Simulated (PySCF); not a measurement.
## Run report: TaN2, frequency calculation

TaN2, multiplicity 4, computed with UKS-based PBE0, Ta def2-TZVP with ECP60, N def2-TZVP; non-relativistic Hamiltonian with a scalar-relativistic core potential; density fitting (PySCF 2.14.0).

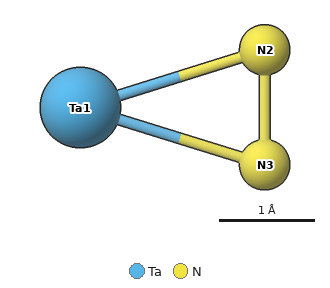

*The structure as given in the input (ball-and-stick view, seen on its broad side; atoms are numbered from 1 in the order of the input). Sticks mark near contacts.*

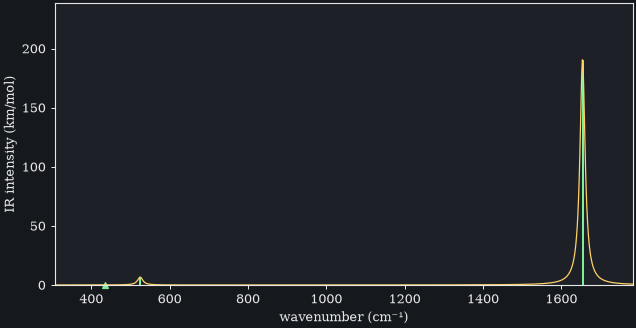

*Harmonic infrared spectrum, unscaled: sticks (degenerate modes added up, dark ones marked on the axis) with a Lorentzian envelope of 16 cm⁻¹ full width, scaled to the tallest stick.*

3 modes from 436 to 1654 cm⁻¹, none imaginary. The strongest line is at 1654 cm⁻¹ (190 km/mol). All modes, in cm⁻¹ (km/mol): 436 (0.1), 525 (6.7), 1654 (190).

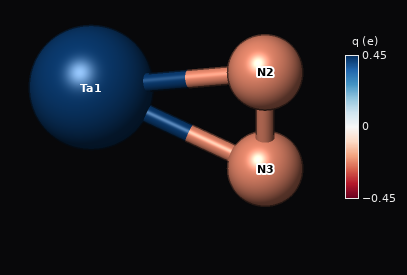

*Mulliken charges, as the colour of each atom (ball-and-stick view, seen at a tilt; atoms are numbered from 1 in the order of the input).*

By element: Ta +0.43 and N −0.21 e.

These pictures come from the run below.

The input
```python
from pyscf import gto, scf, dft
mol = gto.M(atom='''
Ta     0.000000     0.000000    -0.260082
N      0.605190     0.000000     1.680488
N     -0.605190     0.000000     1.680488''',
    basis={'Ta': 'def2-TZVP', 'N': 'def2-TZVP'},
    ecp={'Ta': 'def2-TZVP'},
    charge=0, spin=3)
mf = dft.UKS(mol, xc='PBE0')
mf.grids.atom_grid = (75, 302)
aux = {'Ta': 'def2-universal-JKFIT', 'N': 'def2-universal-JKFIT'}
mf = mf.density_fit(auxbasis=aux)
mf.conv_tol = 1e-09
mf.diis_space = 10
mf.max_cycle = 60
mf.verbose = 4
mf.kernel()
```

The script is an equivalent of the set-up of the self-consistent field. The run itself was carried out by a driver, which started from the orbitals of the step before it where there was one and computed the further properties.

Command:
```bash
OMP_NUM_THREADS=4 python axn.py task.json out
```

Log
```
init E= -166.281389405628
  alpha nocc = 15  HOMO = -0.179885342111689  LUMO = -0.0185825211410956
  beta  nocc = 12  HOMO = -0.204098758055165  LUMO = -0.0930351414446768
  HOMO = -0.179885342112  LUMO = -0.0930351414447  gap/eV = 2.36331
cycle= 1 E= -166.281389405901  delta_E= -2.73e-10  |g|= 5.26e-06  |ddm|= 3.28e-05
  alpha nocc = 15  HOMO = -0.179884632828687  LUMO = -0.0185818661024064
  beta  nocc = 12  HOMO = -0.204099285972294  LUMO = -0.0930346648832234
  HOMO = -0.179884632829  LUMO = -0.0930346648832  gap/eV = 2.36331
cycle= 2 E= -166.281389406187  delta_E= -2.86e-10  |g|= 8.6e-06  |ddm|= 3.54e-05
  alpha nocc = 15  HOMO = -0.179885115619779  LUMO = -0.018582324815802
  beta  nocc = 12  HOMO = -0.204098907867492  LUMO = -0.0930350011535079
  HOMO = -0.17988511562  LUMO = -0.0930350011535  gap/eV = 2.36331
cycle= 3 E= -166.281389406306  delta_E= -1.19e-10  |g|= 4.8e-06  |ddm|= 1.12e-05
  alpha nocc = 15  HOMO = -0.179885272140172  LUMO = -0.0185822133622433
  beta  nocc = 12  HOMO = -0.204099151185337  LUMO = -0.0930349238621968
  HOMO = -0.17988527214  LUMO = -0.0930349238622  gap/eV = 2.36332
cycle= 4 E= -166.281389403351  delta_E= 2.96e-09  |g|= 1.7e-06  |ddm|= 0.000539
  alpha nocc = 15  HOMO = -0.179885163877971  LUMO = -0.0185821893153288
  beta  nocc = 12  HOMO = -0.204098986451353  LUMO = -0.0930348931745453
  HOMO = -0.179885163878  LUMO = -0.0930348931745  gap/eV = 2.36332
cycle= 5 E= -166.281389403263  delta_E= 8.76e-11  |g|= 4.86e-07  |ddm|= 0.0001
  alpha nocc = 15  HOMO = -0.179885196562566  LUMO = -0.0185822994121935
  beta  nocc = 12  HOMO = -0.204099002089627  LUMO = -0.0930349792444432
  HOMO = -0.179885196563  LUMO = -0.0930349792444  gap/eV = 2.36331
Extra cycle  E= -166.281389403264  delta_E= -4.55e-13  |g|= 6.15e-07  |ddm|= 1.59e-06
converged SCF energy = -166.281389403264  <S^2> = 3.7943622  2S+1 = 4.0221199
```

Results in brief

| quantity | value |
| --- | --- |
| outcome | converged |
| total energy | −166.281389 hartree |
| ⟨S²⟩ | 3.794 |
| zero-point energy | 0.005957 hartree |
| dipole moment | 3.34 D |
| wavenumbers, lowest and highest | 436 and 1654 cm⁻¹ |
| hardware | 4 threads of Intel Xeon (Granite Rapids), 32 GiB of memory available, shared host |
| wall time | 29 s (CPU time 1.9 min) |
| peak memory | 0.95 GiB |
